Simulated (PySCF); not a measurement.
Bond curves of GaB, triplet (excess alpha electrons: σ +1, πy +1), def2-TZVPP (non-relativistic), PySCF: energy from the separated fragments (atoms in their ground configurations, no counterpoise). One reference determinant with the occupation held, the lowest that a PBE0 search over spins and occupations found; no spin-orbit coupling. Splines pass through the computed points, which are marked. References: UKS for PBE0, M06, r2SCAN0 and wB97M-V; UHF for HF. Spin contamination grows along the curve for HF.

Methods: HF, PBE0, r2SCAN0, wB97M-V and M06.

Where is the minimum of each curve?

HF: near 2.24 Å, −1.16 eV; PBE0: near 2.23 Å, −1.99 eV; r2SCAN0: near 2.22 Å, −1.97 eV; wB97M-V: near 2.23 Å, −1.77 eV; M06: near 2.26 Å, −1.90 eV (from the spline).

Give the computed values.

In eV:
```csv
bond length (Å),HF,PBE0,r2SCAN0,wB97M-V,M06
1.92,−0.60,−1.52,−1.52,−1.31,−1.39
2.01,−0.90,−1.78,−1.78,−1.57,−1.66
2.10,−1.07,−1.93,−1.91,−1.71,−1.82
2.17,−1.14,−1.98,−1.96,−1.75,−1.88
2.24,−1.16,−1.99,−1.97,−1.76,−1.90
2.30,−1.15,−1.98,−1.95,−1.75,−1.89
2.39,−1.10,−1.92,−1.89,−1.69,−1.85
2.51,−0.99,−1.82,−1.77,−1.58,−1.77
2.64,−0.84,−1.66,−1.61,−1.42,−1.63
2.82,−0.62,−1.43,−1.36,−1.18,−1.42
```

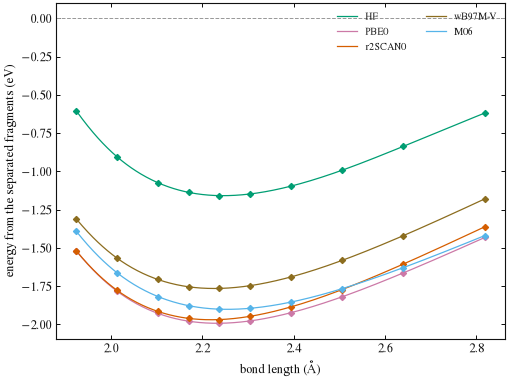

Limits of at least one run: lowest determinant of a PBE0 search, another state may lie lower; no scalar relativity; spin-orbit coupling is left out; it can lower the fragment Ga more than the molecule, and De with it.
